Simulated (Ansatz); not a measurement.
InHOCl$_{3}$: several calculations on one system

## 1. Relaxation

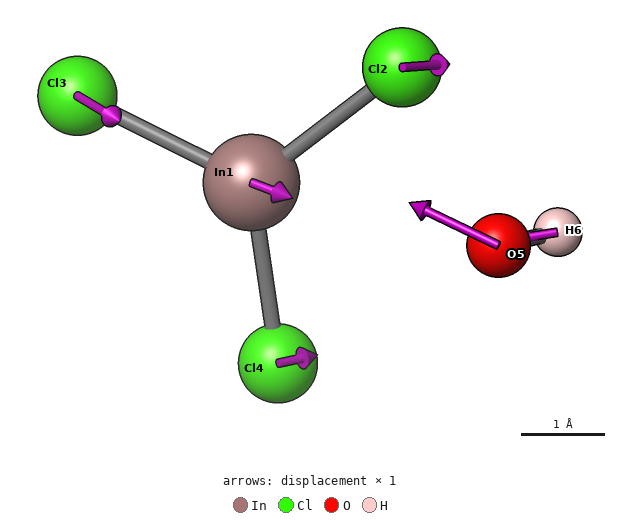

This is a relaxation of InHOCl$_{3}$ (multiplicity 2). The starting structure is drawn; purple arrows show the displacements, at their true length. The two geometries are superimposed by the best rigid fit.

Style: ball-and-stick. Shown from a free direction.

The run prepares an end point of a later path (reaction) calculation, from a guessed geometry.

Theory: UKS PBE/def2-SVP (Ansatz). Set-up: collinear spin; force threshold 0.03 eV/Å; at most 50 steps.

### What did the optimiser do to the structure, and how much energy did it gain?

The largest move after the best rigid fit is that of O5, 1.25 Å. Largest moves by element: O 1.25 Å, Cl 1.16 Å, H 1.03 Å, In 0.61 Å. Near-neighbour distances that change, for instance: In1–O5 3.828 → 2.176 Å, In1–H6 4.076 → 2.650 Å, Cl2–O5 2.837 → 2.523 Å, In1–Cl2 2.434 → 2.497 Å. New bonds form, among them: In1–O5 (3.83 → 2.18 Å). Bond angles that change, for instance: Cl2–In1–Cl4 123.0° → 112.9°, Cl3–In1–Cl4 120.5° → 124.1°. After 10 accepted moves (11 points after the start) the energy has fallen by 116.0 kJ/mol. Largest force component: 0.68 eV/Å at the start, 0.014 eV/Å at the end. The line search rejected the trial step at point 10 of the run.

Limits of the set-up: the start holds two separate molecules, 2.8 Å apart at their closest, whose relative position is a soft coordinate and is computed without a dispersion correction.

## 2. Relaxation

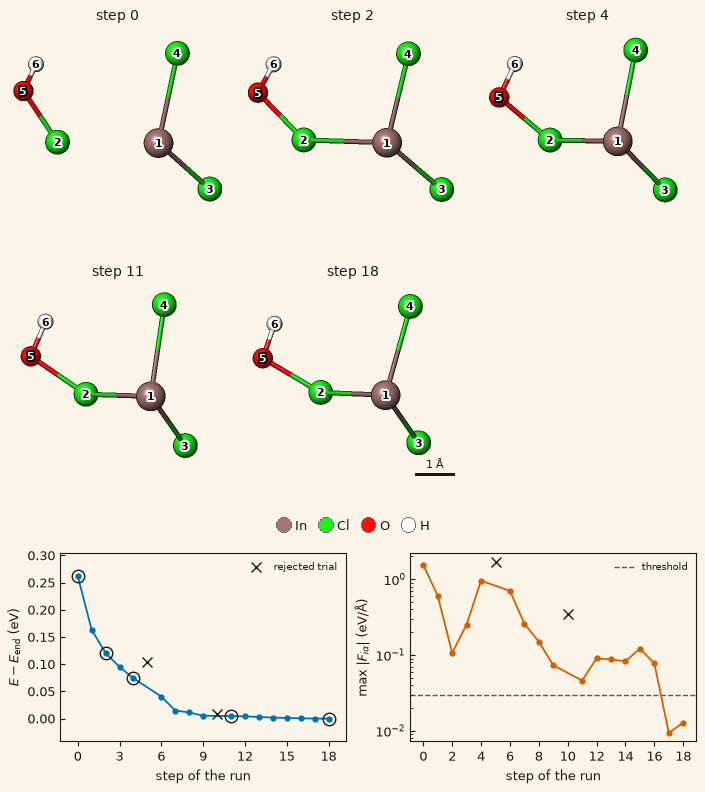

Frames of a relaxation of InHOCl₃ (multiplicity 2), marked on the history of the run. A ball-and-stick model, seen at a tilt.

The run prepares an end point of a later path (reaction) calculation, from a guessed geometry.

Method: UKS PBE/def2-SVP in Ansatz 0.2.0.

Input
```yaml
crystal:
  periodic: [false, false, false]
  atoms:
    - { symbol: In, position_ang: [-0.066635, 0.773236, -0.207815] }
    - { symbol: Cl, position_ang: [0.924119, 0.090908, 3.222584] }
    - { symbol: Cl, position_ang: [2.000913, -0.293391, -0.871856] }
    - { symbol: Cl, position_ang: [-2.134564, -0.455045, -0.499184] }
    - { symbol: O, position_ang: [-0.521398, 0.021348, 4.021097] }
    - { symbol: H, position_ang: [-0.716834, -0.938156, 4.082274] }
magnetization:
  spin_polarized: true
  initial_magnetization: 1
basis:
  gaussian: { orbitals: def2-SVP }
hamiltonian:
  xc: pbe
relax:
  f_tol: 0.03
  max_steps: 50
```

Run as
```bash
ansatz run input.yaml --threads 4 --pin off --max-ram 5120MiB --backend cpu --events-out ev --progress --plain --runs-dir out
```

What happens along the run?

Answer. After 16 accepted moves (18 points after the start) the energy has fallen by 0.262 eV. The largest force component goes from 1.5 to 0.013 eV/Å. The line search rejected the trial steps at points 5, 10 of the run. The atom that moves furthest after the best rigid fit is Cl2 (0.79 Å). Largest moves by element: Cl 0.79 Å, O 0.34 Å, H 0.25 Å, In 0.23 Å. Among the contacts that change: Cl2–Cl3 4.251 → 2.895 Å, In1–Cl2 3.635 → 2.855 Å, Cl2–O5 1.653 → 1.753 Å, In1–Cl3 2.419 → 2.467 Å. New bonds form, among them: In1–Cl2 (3.64 → 2.86 Å). Bond angles that change, for instance: Cl2–O5–H6 104.2° → 101.3°. From step 0 to 2: Cl2 moves most (0.38 Å), energy −0.142 eV. From step 2 to 4: Cl and H atoms move most (0.34 Å), energy −0.046 eV. From step 4 to 11: Cl3 moves most (0.29 Å), energy −0.070 eV. From step 11 to 18: Cl4 moves most (0.35 Å), energy −0.005 eV.

| step | E − E(0), eV | largest force component, eV/Å | note |
| --- | --- | --- | --- |
| 0 | 0.0000 | 1.5493 |  |
| 1 | -0.0990 | 0.6068 |  |
| 2 | -0.1416 | 0.1069 |  |
| 3 | -0.1672 | 0.2522 |  |
| 4 | -0.1880 | 0.9573 |  |
| 5 | -0.1573 | 1.7057 | rejected |
| 6 | -0.2217 | 0.7038 |  |
| 7 | -0.2473 | 0.2595 |  |
| 8 | -0.2509 | 0.1506 |  |
| 9 | -0.2569 | 0.0733 |  |
| 10 | -0.2546 | 0.3509 | rejected |
| 11 | -0.2577 | 0.0461 |  |
| 12 | -0.2581 | 0.0904 |  |
| 13 | -0.2592 | 0.0875 |  |
| 14 | -0.2603 | 0.0825 |  |
| 15 | -0.2610 | 0.1219 |  |
| 16 | -0.2616 | 0.0775 |  |
| 17 | -0.2620 | 0.0094 |  |
| 18 | -0.2623 | 0.0128 |  |

Limits of the set-up: the start holds two separate molecules, 3.6 Å apart at their closest, whose relative position is a soft coordinate and is computed without a dispersion correction.

## 3. Path

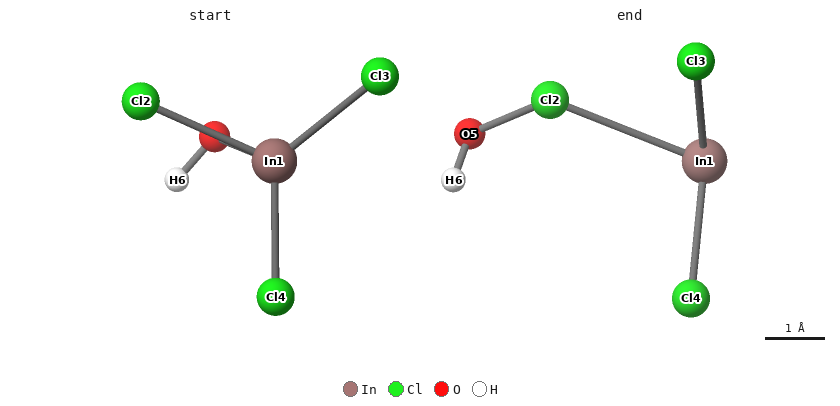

The two relaxed end points of a path for InHOCl$_{3}$ (multiplicity 2). Style: ball-and-stick. Shown at a tilt.

Method: UKS PBE/def2-SVP (Ansatz).

Set-up: 5 movable images; climbing image; force threshold 0.05 eV/Å; iteration limit 60.

Start:
```xyz
6

In   -0.0357   -0.0995    0.9255
Cl    0.9783   -1.7301    2.5223
Cl    1.4784    1.0263   -0.4582
Cl   -2.2209   -0.6823    0.2857
O     0.0206    0.5542    3.0008
H    -0.7351    0.1303    3.4709
```

End:
```xyz
6

In   -0.4906    0.7540   -0.0272
Cl    0.8661   -0.0256    2.3613
Cl    1.7784   -0.1450   -0.3839
Cl   -2.3661   -0.7718   -0.1133
O     0.0911    0.1207    3.9269
H    -0.3933   -0.7333    3.9832
```

Q: What barrier does the band find between them, and by what path?

A: Forward barrier 41.5 kcal/mol, backward barrier 0.1 kcal/mol, with image 5 at the top; the reaction energy is +41.4 kcal/mol. Breaking: In1–O5 (2.18 → 3.92 at the top → 4.05 Å). Forming: Cl2–O5 (2.52 → 1.75 at the top → 1.75 Å). The band converged in 58 iterations, with a climbing image at the top. At the top, the vibrational analysis gives one imaginary mode (42i cm⁻¹), as a transition state must have.

Energies of the converged images:

| image | path (Å) | E (kcal/mol) |
| --- | --- | --- |
| 0 | 0.00 | 0.0 |
| 1 | 1.03 | 4.3 |
| 2 | 2.05 | 11.8 |
| 3 | 3.08 | 26.2 |
| 4 | 4.10 | 40.0 |
| 5 | 5.13 | 41.5 |
| 6 | 5.83 | 41.4 |

The geometry at the top of the path:

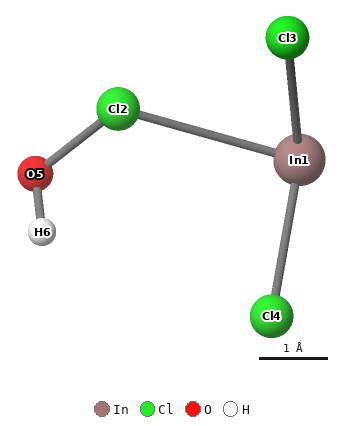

Cost: 9.1 min on 4 threads of Arm Neoverse V1 (shared host), peak memory 0.24 GiB.
